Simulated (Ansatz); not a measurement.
Method: PBE (plane waves to 420 eV, PAW; Ansatz, a first-principles code).

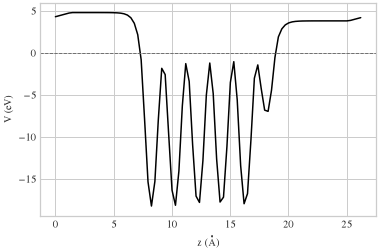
Figure. Plane-averaged electrostatic potential energy along the normal, in eV from the Fermi level, for the (110) surface of bcc Fe, ferromagnetic, one row in 2 of the top plane missing (bottom of the slab: a bare face, its two planes held)

Model: 11-atom slab, 10.0 Å thick at the start (thin: gaps and levels are the slab's own), 16x8x1 mesh, Fermi-Dirac 0.1 eV, dipole correction, 4 atoms held, the rest relaxed; start symmetry kept, larger cells not searched; spin-polarised, ending with about 26.0 μB a cell; orders that need a larger cell were not tried, no spin-orbit, no U. It is one candidate, not shown to be the stable structure of the face.

The vacuum level lies 3.80 eV above the Fermi level over the top face and 4.79 eV above it under the bottom face.
